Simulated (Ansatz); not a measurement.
# Calculations on BH4Cl

Part 1: Relaxation

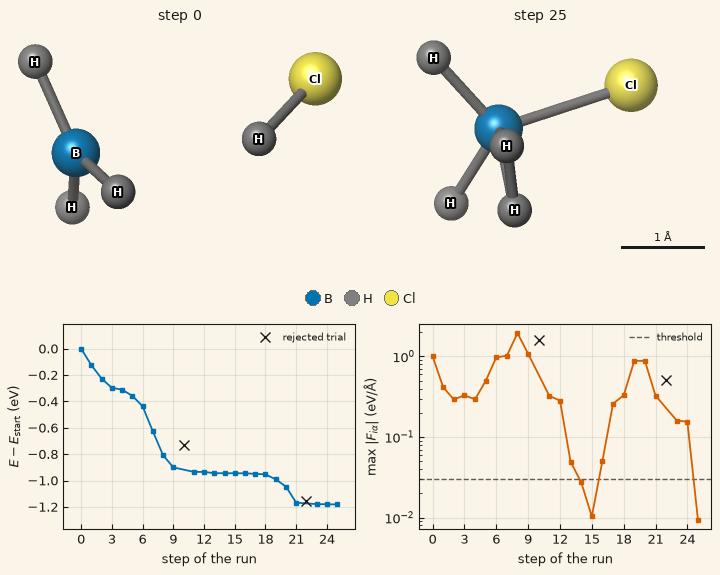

First and last geometry of a relaxation of BH₄Cl, with the history of the run. Style: ball-and-stick. Shown from a free direction.

The run prepares an end point of a later path (reaction) calculation, from a guessed geometry.

Computed with RKS LDA/def2-SVPD in Ansatz. (no spin polarisation; force threshold 0.03 eV/Å; at most 50 steps)

Question: Read the history and describe the run.

Answer: It converged. The atom that moves furthest after the best rigid fit is an H atom (1.47 Å). Largest moves by element: H 1.47 Å, B 0.83 Å, Cl 0.75 Å. Among the contacts that change: B–Cl 3.048 → 1.799 Å, Cl–H 1.349 → 2.583 Å, H–H 1.858 → 0.890 Å, B–H 2.314 → 1.370 Å. New bonds form, among them: B–Cl (3.05 → 1.80 Å), B–H (2.31 → 1.37 Å). Bonds break, among them: Cl–H (1.35 → 2.58 Å). Bond angles that change, for instance: H–B–H 119.0° → 82.0°, H–B–H 121.9° → 111.4°, H–B–H 119.0° → 113.4°. After 23 accepted moves (25 points after the start) the energy has fallen by 1.181 eV. The largest force component goes from 1 to 0.0094 eV/Å. The line search rejected the trial steps at points 10, 22 of the run. The forces were under the threshold at step 14, but the run went on from there. Cost: 27 s on 1 thread of Arm Neoverse V1 (shared host), peak memory 0.12 GiB.

Part 2: Relaxation

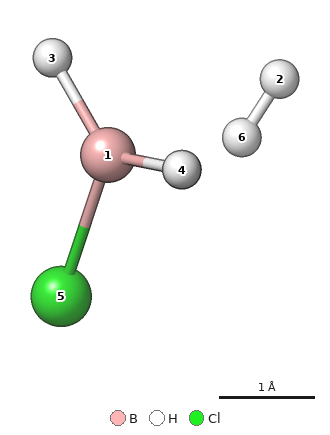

This is the input geometry for a relaxation of BH$_{4}$Cl. A ball-and-stick model, seen from a free direction.

The run prepares an end point of a later path (reaction) calculation, from a guessed geometry.

These are results of Ansatz 0.2.0, RKS LDA/def2-SVPD, not measurements.

Input file:
```yaml
crystal:
  periodic: [false, false, false]
  atoms:
    - { symbol: B, position_ang: [0.022227, -0.520392, -0.249456] }
    - { symbol: H, position_ang: [0.027865, 0.291678, 1.990724] }
    - { symbol: H, position_ang: [1.08153, 0.039982, -0.401436] }
    - { symbol: H, position_ang: [-1.07127, -0.026307, -0.397709] }
    - { symbol: Cl, position_ang: [0.076531, -2.314717, 0.016363] }
    - { symbol: H, position_ang: [-0.007983, -0.393944, 1.731214] }
basis:
  gaussian: { orbitals: def2-SVPD }
hamiltonian:
  xc: lda
relax:
  f_tol: 0.03
  max_steps: 50
```

Command:
```bash
ansatz run input.yaml --threads 1 --pin off --max-ram 2048MiB --backend cpu --events-out ev --progress --plain --runs-dir out
```

What does the optimiser find from here?

Over 14 geometry steps the energy falls by 43.7 kJ/mol. The largest force component goes from 1.9 to 0.025 eV/Å. H2 moves most after the best rigid fit: 0.80 Å. Largest moves by element: H 0.80 Å, B 0.42 Å, Cl 0.12 Å. Near-neighbour distances that change, for instance: B1–H2 2.383 → 1.371 Å, B1–H6 1.985 → 1.371 Å, H2–H6 0.734 → 0.889 Å, B1–Cl5 1.815 → 1.799 Å. New bonds form, among them: B1–H2 (2.38 → 1.37 Å), B1–H6 (1.98 → 1.37 Å). Bond angles that change, for instance: H3–B1–H4 126.0° → 111.5°.

Step by step:

| step | E − E(0), kJ/mol | largest force component, eV/Å |
| --- | --- | --- |
| 0 | 0.00 | 1.8908 |
| 1 | -6.33 | 1.0539 |
| 2 | -7.55 | 0.9745 |
| 3 | -11.46 | 0.6146 |
| 4 | -14.94 | 0.6445 |
| 5 | -17.29 | 0.4170 |
| 6 | -18.78 | 0.6525 |
| 7 | -21.67 | 0.5469 |
| 8 | -27.53 | 0.6202 |
| 9 | -36.03 | 0.6352 |
| 10 | -39.48 | 0.6657 |
| 11 | -42.71 | 0.3786 |
| 12 | -43.04 | 0.1850 |
| 13 | -43.67 | 0.0390 |
| 14 | -43.69 | 0.0249 |

The structure at the end:

```xyz
6

B     0.0263   -0.5102    0.1670
H     0.4272   -0.0969    1.4110
H     0.9924    0.1522   -0.1814
H    -1.0220   -0.0022   -0.2024
Cl    0.1643   -2.3027    0.0942
H    -0.4592   -0.1640    1.4012
```

After the run, drawn alike:

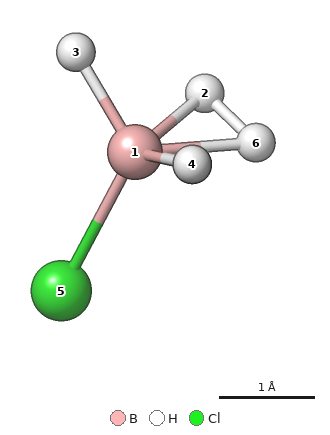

Part 3: Path

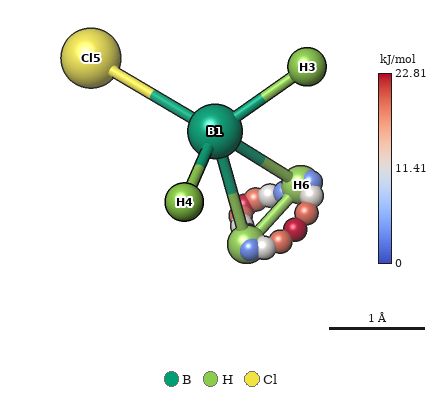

A nudged-elastic-band calculation for BH4Cl. Images are numbered from 0 (start) to 8 (end). The start is drawn whole; smaller spheres mark the moving atoms (H) in the later images, joined by lines and coloured by the energy of the image relative to the start. A ball-and-stick model, seen from a free direction.

All numbers below come from RKS LDA/def2-SVPD in Ansatz 0.2.0. Settings: 7 movable images; climbing image; force threshold 0.05 eV/Å; iteration limit 60; starting path through a guess of the saddle point.

> Describe the path and its energy.

No bond forms or breaks between the ends. Among the angles between lasting bonds that change up to the highest image: H–B–H 82.0° → 106.9°, Cl–B–H 108.4° → 85.3°. The two ends have the same energy, and the highest point, image 4, lies 22.8 kJ/mol above the start. The band converged in 12 iterations, with a climbing image at the top.
